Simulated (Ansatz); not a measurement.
# Molecular dynamics of GaH3 (part 3 of 3)

GaH3; RKS PBE0/def2-TZVP (Ansatz 0.2.0). It belongs to a series of runs on one base structure; here: dynamics from the highest image of the converged band.

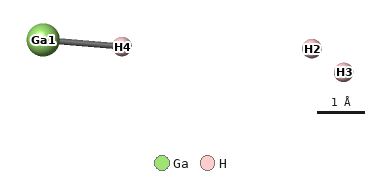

Figure 1. The geometry at step 121 of the log (ball-and-stick view, seen at a tilt; atoms are numbered from 1 in the order of the input).

### Trajectory as extended XYZ, continued
```
4
Properties=species:S:1:pos:R:3:forces:R:3 step=37 time_fs=18.5 energy=-52417.49255 temperature=4336.0
Ga    0.3755   -0.0034   -0.5463   -0.2347   0.0074  -0.1792
H     0.9538    0.0183    1.7714    2.4493   0.0008  -2.1848
H     1.6848    0.0151    1.1130   -2.6660   0.0025   2.2841
H    -1.1391    0.0322    0.2363    0.4514  -0.0107   0.0799
4
Properties=species:S:1:pos:R:3:forces:R:3 step=42 time_fs=21.0 energy=-52417.95571 temperature=6099.4
Ga    0.3729   -0.0035   -0.5545   -0.0857   0.0002  -0.0591
H     1.0490    0.0277    1.9455    1.5088  -0.0402  -1.3960
H     1.6790    0.0113    1.3910   -1.5539   0.0412   1.4225
H    -1.0461    0.0288    0.3559    0.1307  -0.0012   0.0326
4
Properties=species:S:1:pos:R:3:forces:R:3 step=47 time_fs=23.5 energy=-52417.60163 temperature=4777.0
Ga    0.3702   -0.0035   -0.5629   -0.0111  -0.0016  -0.0408
H     1.1711    0.0381    2.0904   -5.9752   0.3915   4.8895
H     1.6428    0.0067    1.6998    6.0145  -0.3919  -4.8563
H    -0.9444    0.0253    0.4776   -0.0283   0.0020   0.0076
4
Properties=species:S:1:pos:R:3:forces:R:3 step=51 time_fs=25.5 energy=-52417.88053 temperature=5816.6
Ga    0.3680   -0.0035   -0.5695    0.0024  -0.0007   0.1456
H     1.1036    0.0562    2.3417    2.1370  -0.2107  -1.7961
H     1.7805   -0.0068    1.8127   -2.1050   0.2076   1.7100
H    -0.8636    0.0226    0.5752   -0.0344   0.0038  -0.0594
4
Properties=species:S:1:pos:R:3:forces:R:3 step=56 time_fs=28.0 energy=-52417.58804 temperature=4707.5
Ga    0.3653   -0.0036   -0.5778   -0.1011   0.0020   0.2847
H     1.1102    0.0689    2.5798    3.0811  -0.3506  -2.3852
H     1.8636   -0.0141    2.0255   -3.0245   0.3467   2.3065
H    -0.7639    0.0194    0.6934    0.0444   0.0018  -0.2059
4
Properties=species:S:1:pos:R:3:forces:R:3 step=60 time_fs=30.0 energy=-52417.97010 temperature=6104.7
Ga    0.3630   -0.0036   -0.5842   -0.1986   0.0041   0.3336
H     1.2357    0.0657    2.6761   -1.6583   0.2019   1.0611
H     1.8121   -0.0066    2.2866    1.7207  -0.2039  -1.0684
H    -0.6825    0.0169    0.7795    0.1361  -0.0020  -0.3262
4
Properties=species:S:1:pos:R:3:forces:R:3 step=65 time_fs=32.5 energy=-52417.98940 temperature=6182.1
Ga    0.3600   -0.0036   -0.5919   -0.2380   0.0044   0.4299
H     1.2584    0.0799    2.8756   -0.8972   0.1310   0.4434
H     1.8851   -0.0156    2.5333    0.9531  -0.1331  -0.4392
H    -0.5733    0.0137    0.8692    0.1821  -0.0023  -0.4340
4
Properties=species:S:1:pos:R:3:forces:R:3 step=70 time_fs=35.0 energy=-52417.44598 temperature=4162.6
Ga    0.3569   -0.0036   -0.5993   -0.2023   0.0034   0.4463
H     1.1913    0.1056    3.1306    3.7357  -0.6234  -1.8170
H     2.0513   -0.0363    2.7246   -3.6821   0.6201   1.8164
H    -0.4536    0.0104    0.9335    0.1486  -0.0001  -0.4457
4
Properties=species:S:1:pos:R:3:forces:R:3 step=74 time_fs=37.0 energy=-52417.89096 temperature=5846.8
Ga    0.3542   -0.0037   -0.6049   -0.1421   0.0022   0.3517
H     1.2826    0.1021    3.2637    2.1804  -0.3808  -0.9401
H     2.0416   -0.0289    2.9486   -2.1417   0.3788   0.9506
H    -0.3514    0.0077    0.9659    0.1034  -0.0001  -0.3622
4
Properties=species:S:1:pos:R:3:forces:R:3 step=79 time_fs=39.5 energy=-52417.57099 temperature=4651.6
Ga    0.3508   -0.0037   -0.6117   -0.0489   0.0005   0.1534
H     1.4240    0.0934    3.4107   -7.2467   1.3550   2.0029
H     2.0041   -0.0154    3.2486    7.2661  -1.3561  -1.9930
H    -0.2183    0.0044    0.9880    0.0295   0.0006  -0.1633
4
Properties=species:S:1:pos:R:3:forces:R:3 step=84 time_fs=42.0 energy=-52417.63388 temperature=4880.4
Ga    0.3473   -0.0037   -0.6184    0.0193  -0.0006  -0.0464
H     1.3229    0.1293    3.6300    3.6286  -0.7241  -0.6580
H     2.2104   -0.0466    3.4767   -3.6114   0.7218   0.6597
H    -0.0835    0.0011    1.0002   -0.0365   0.0029   0.0447
4
Properties=species:S:1:pos:R:3:forces:R:3 step=88 time_fs=44.0 energy=-52417.59057 temperature=4715.5
Ga    0.3446   -0.0037   -0.6237    0.0315  -0.0006  -0.1357
H     1.3570    0.1349    3.7857    3.7766  -0.7704  -0.4731
H     2.2613   -0.0485    3.6791   -3.7644   0.7684   0.4730
H     0.0232   -0.0014    1.0112   -0.0438   0.0026   0.1358
4
Properties=species:S:1:pos:R:3:forces:R:3 step=93 time_fs=46.5 energy=-52417.65620 temperature=4953.4
Ga    0.3411   -0.0037   -0.6305    0.0108  -0.0002  -0.0819
H     1.5575    0.1098    3.9591   -6.5672   1.3815   0.0446
H     2.1676   -0.0189    3.9533    6.5717  -1.3825  -0.0448
H     0.1543   -0.0045    1.0316   -0.0153   0.0012   0.0821
4
Properties=species:S:1:pos:R:3:forces:R:3 step=98 time_fs=49.0 energy=-52417.94376 temperature=6042.9
Ga    0.3377   -0.0038   -0.6373   -0.0020  -0.0007   0.1188
H     1.5224    0.1347    4.1249    1.9216  -0.4288   0.2464
H     2.3097   -0.0394    4.2352   -1.9178   0.4272  -0.2508
H     0.2844   -0.0074    1.0563   -0.0019   0.0022  -0.1145
4
Properties=species:S:1:pos:R:3:forces:R:3 step=102 time_fs=51.0 energy=-52417.44827 temperature=4171.5
Ga    0.3349   -0.0038   -0.6427    0.0110  -0.0015   0.2945
H     1.4983    0.1532    4.2636    4.0281  -0.9114   0.8091
H     2.4196   -0.0544    4.4543   -4.0246   0.9095  -0.8159
H     0.3883   -0.0097    1.0717   -0.0146   0.0034  -0.2877
4
Properties=species:S:1:pos:R:3:forces:R:3 step=107 time_fs=53.5 energy=-52418.00345 temperature=6243.3
Ga    0.3315   -0.0038   -0.6492    0.0483  -0.0025   0.4399
H     1.6659    0.1315    4.4775   -0.1322   0.0277  -0.0578
H     2.3596   -0.0284    4.6875    0.1337  -0.0288   0.0531
H     0.5172   -0.0123    1.0750   -0.0498   0.0036  -0.4352
4
Properties=species:S:1:pos:R:3:forces:R:3 step=112 time_fs=56.0 energy=-52417.91350 temperature=5887.7
Ga    0.3282   -0.0038   -0.6553    0.0847  -0.0032   0.4556
H     1.7690    0.1253    4.6568   -2.5525   0.6120  -1.2946
H     2.3641   -0.0180    4.9549    2.5530  -0.6129   1.2894
H     0.6431   -0.0148    1.0529   -0.0852   0.0041  -0.4504
4
Properties=species:S:1:pos:R:3:forces:R:3 step=116 time_fs=58.0 energy=-52417.58166 temperature=4680.9
Ga    0.3255   -0.0038   -0.6600    0.0931  -0.0032   0.3718
H     1.7222    0.1507    4.7461    3.2420  -0.8010   1.9783
H     2.4969   -0.0401    5.2228   -3.2412   0.7998  -1.9851
H     0.7404   -0.0166    1.0161   -0.0939   0.0044  -0.3650
4
Properties=species:S:1:pos:R:3:forces:R:3 step=121 time_fs=60.5 energy=-52417.79853 temperature=5502.8
Ga    0.3223   -0.0039   -0.6655    0.0606  -0.0020   0.1802
H     1.8201    0.1437    4.9553    2.4349  -0.6146   1.7759
H     2.5066   -0.0291    5.4597   -2.4345   0.6138  -1.7810
H     0.8571   -0.0186    0.9512   -0.0610   0.0028  -0.1752
4
Properties=species:S:1:pos:R:3:forces:R:3 step=126 time_fs=63.0 energy=-52417.48021 temperature=4342.8
Ga    0.3191   -0.0039   -0.6708   -0.0111   0.0001  -0.0276
H     2.0080    0.1144    5.2220   -6.0286   1.5853  -6.0163
H     2.4263    0.0043    5.6388    6.0286  -1.5856   6.0134
H     0.9704   -0.0204    0.8760    0.0111   0.0002   0.0305
4
Properties=species:S:1:pos:R:3:forces:R:3 step=130 time_fs=65.0 energy=-52417.90014 temperature=5882.0
Ga    0.3165   -0.0039   -0.6751   -0.0618   0.0012  -0.1252
H     2.0070    0.1306    5.2859    1.4598  -0.4024   1.8519
H     2.5135   -0.0087    5.9314   -1.4597   0.4019  -1.8554
H     1.0612   -0.0218    0.8164    0.0617  -0.0008   0.1287
4
Properties=species:S:1:pos:R:3:forces:R:3 step=135 time_fs=67.5 energy=-52417.51326 temperature=4420.2
Ga    0.3133   -0.0040   -0.6806   -0.0558   0.0010  -0.0937
H     2.0572    0.1363    5.4399    2.2101  -0.6316   3.3608
H     2.5709   -0.0104    6.2229   -2.2099   0.6312  -3.3638
H     1.1779   -0.0237    0.7484    0.0556  -0.0007   0.0967
4
Properties=species:S:1:pos:R:3:forces:R:3 step=140 time_fs=70.0 energy=-52417.82968 temperature=5577.8
Ga    0.3100   -0.0040   -0.6861    0.0470  -0.0011   0.0647
H     2.2213    0.1095    5.7644   -1.9843   0.6032  -3.9254
H     2.5145    0.0203    6.3436    1.9844  -0.6034   3.9238
H     1.2975   -0.0256    0.6855   -0.0471   0.0013  -0.0632
4
Properties=species:S:1:pos:R:3:forces:R:3 step=144 time_fs=72.0 energy=-52417.96454 temperature=6083.2
Ga    0.3074   -0.0040   -0.6905    0.1642  -0.0036   0.2000
H     2.3006    0.1047    5.9025   -0.6200   0.2141  -1.8568
H     2.5213    0.0284    6.5617    0.6200  -0.2143   1.8555
H     1.3914   -0.0270    0.6330   -0.1643   0.0037  -0.1987
4
Properties=species:S:1:pos:R:3:forces:R:3 step=149 time_fs=74.5 energy=-52417.45070 temperature=4180.4
Ga    0.3043   -0.0041   -0.6958    0.2903  -0.0061   0.3035
H     2.3594    0.1112    5.9882    0.9204  -0.3725   4.0655
H     2.5703    0.0258    6.9212   -0.9203   0.3724  -4.0669
H     1.4994   -0.0286    0.5563   -0.2904   0.0062  -0.3021
4
Properties=species:S:1:pos:R:3:forces:R:3 step=153 time_fs=76.5 energy=-52417.83109 temperature=5623.1
Ga    0.3019   -0.0041   -0.6999    0.3394  -0.0069   0.3150
H     2.4419    0.1020    6.2124    0.4348  -0.2105   2.7635
H     2.5739    0.0381    7.0530   -0.4347   0.2104  -2.7644
H     1.5739   -0.0296    0.4825   -0.3394   0.0070  -0.3141
4
Properties=species:S:1:pos:R:3:forces:R:3 step=158 time_fs=79.0 energy=-52417.50288 temperature=4415.9
Ga    0.2993   -0.0041   -0.7048    0.3088  -0.0061   0.2465
H     2.5611    0.0845    6.5531   -0.0179   0.3430  -8.2895
H     2.5624    0.0595    7.1573    0.0179  -0.3430   8.2891
H     1.6489   -0.0306    0.3737   -0.3088   0.0061  -0.2462
4
Properties=species:S:1:pos:R:3:forces:R:3 step=163 time_fs=81.5 energy=-52417.67651 temperature=5041.6
Ga    0.2969   -0.0042   -0.7094    0.1745  -0.0034   0.1186
H     2.6750    0.0791    6.6294   -0.4717  -0.0402   3.5628
H     2.5562    0.0690    7.5260    0.4718   0.0401  -3.5632
H     1.7060   -0.0311    0.2504   -0.1745   0.0034  -0.1181
4
Properties=species:S:1:pos:R:3:forces:R:3 step=167 time_fs=83.5 energy=-52417.54217 temperature=4530.5
Ga    0.2951   -0.0042   -0.7131    0.0253  -0.0005   0.0148
H     2.7500    0.0740    6.7944   -0.7772   0.0134   3.9262
H     2.5673    0.0772    7.7169    0.7772  -0.0134  -3.9266
H     1.7438   -0.0314    0.1463   -0.0254   0.0005  -0.0144
4
Properties=species:S:1:pos:R:3:forces:R:3 step=172 time_fs=86.0 energy=-52417.75197 temperature=5295.2
Ga    0.2929   -0.0043   -0.7176   -0.1206   0.0022  -0.0592
H     2.8103    0.0681    7.1737    1.6749  -0.1617  -5.2140
H     2.6147    0.0870    7.7826   -1.6748   0.1617   5.2139
H     1.7903   -0.0318    0.0156    0.1206  -0.0022   0.0593
4
Properties=species:S:1:pos:R:3:forces:R:3 step=177 time_fs=88.5 energy=-52417.97660 temperature=6160.1
Ga    0.2906   -0.0043   -0.7222   -0.1163   0.0021  -0.0458
H     2.9483    0.0531    7.3502   -0.6548   0.0950   1.2611
H     2.5844    0.1059    8.0510    0.6548  -0.0950  -1.2612
H     1.8432   -0.0322   -0.1120    0.1163  -0.0021   0.0459
4
Properties=species:S:1:pos:R:3:forces:R:3 step=181 time_fs=90.5 energy=-52417.45005 temperature=4178.2
Ga    0.2886   -0.0044   -0.7259    0.0072  -0.0001   0.0022
H     3.0606    0.0416    7.4698   -2.1954   0.3453   3.5736
H     2.5583    0.1206    8.2874    2.1954  -0.3453  -3.5738
H     1.8903   -0.0327   -0.2121   -0.0072   0.0001  -0.0021
4
Properties=species:S:1:pos:R:3:forces:R:3 step=186 time_fs=93.0 energy=-52418.00096 temperature=6243.2
Ga    0.2863   -0.0044   -0.7305    0.2264  -0.0039   0.0535
H     3.0914    0.0445    7.7956   -0.4092   0.0692   0.5478
H     2.6351    0.1216    8.4065    0.4092  -0.0692  -0.5479
H     1.9478   -0.0333   -0.3375   -0.2264   0.0039  -0.0534
4
Properties=species:S:1:pos:R:3:forces:R:3 step=191 time_fs=95.5 energy=-52417.83889 temperature=5609.6
Ga    0.2841   -0.0045   -0.7351    0.4020  -0.0068   0.0634
H     3.1551    0.0409    8.0992    2.9867  -0.5534  -2.8146
H     2.6791    0.1291    8.5478   -2.9867   0.5534   2.8145
H     1.9920   -0.0336   -0.4659   -0.4020   0.0068  -0.0633
4
Properties=species:S:1:pos:R:3:forces:R:3 step=195 time_fs=97.5 energy=-52417.62056 temperature=4828.5
Ga    0.2825   -0.0045   -0.7387    0.4598  -0.0077   0.0446
H     3.3179    0.0179    8.2232   -2.9233   0.5613   2.2735
H     2.6025    0.1553    8.7797    2.9233  -0.5613  -2.2736
H     2.0107   -0.0336   -0.5713   -0.4598   0.0077  -0.0445
4
Properties=species:S:1:pos:R:3:forces:R:3 step=200 time_fs=100.0 energy=-52417.72909 temperature=5240.0
Ga    0.2810   -0.0046   -0.7432    0.4085  -0.0067   0.0090
H     3.3805    0.0163    8.4847   -2.7736   0.5467   1.8099
H     2.6476    0.1608    8.9631    2.7736  -0.5467  -1.8100
H     2.0098   -0.0331   -0.7053   -0.4084   0.0067  -0.0089
```

The run was set up as follows.

### Input file
```yaml
crystal:
  periodic: [false, false, false]
  atoms:
    - { symbol: Ga, position_ang: [0.37987, -0.002527, -0.521883] }
    - { symbol: H, position_ang: [0.617464, 0.003438, 1.268891] }
    - { symbol: H, position_ang: [1.704723, -0.000205, 0.300097] }
    - { symbol: H, position_ang: [-1.123457, -0.000706, -0.135606] }
basis:
  gaussian: { orbitals: def2-TZVP }
hamiltonian:
  xc: pbe0
md:
  timestep: 0.5
  n_steps: 200
  ensemble: nve
  temperature: 300.0
  initial_velocities: maxwell_boltzmann
  seed: 8677
```

Command:
```bash
ansatz run input.yaml --threads 1 --pin off --max-ram 2048MiB --backend cpu --events-out ev --progress --plain --runs-dir out
```

### Results in brief

- outcome: finished
- mean temperature over the second half: 5164 K
- trajectory: 200 steps, 100 fs
- ensemble: nve
- temperature in the input: 300.0 K
- time step: 0.5 fs
- potential energy (last step): −52417.7291 eV
- mean-field energy (last step): −52417.7291 eV
- largest force (length of the vector) (last step): 3.357 eV/Å
- hardware: 1 thread of Arm Neoverse V2, 24 GiB of memory available, shared host
- wall time: 2.3 min
- peak memory: 0.1 GiB

So short a trajectory is not equilibrated.
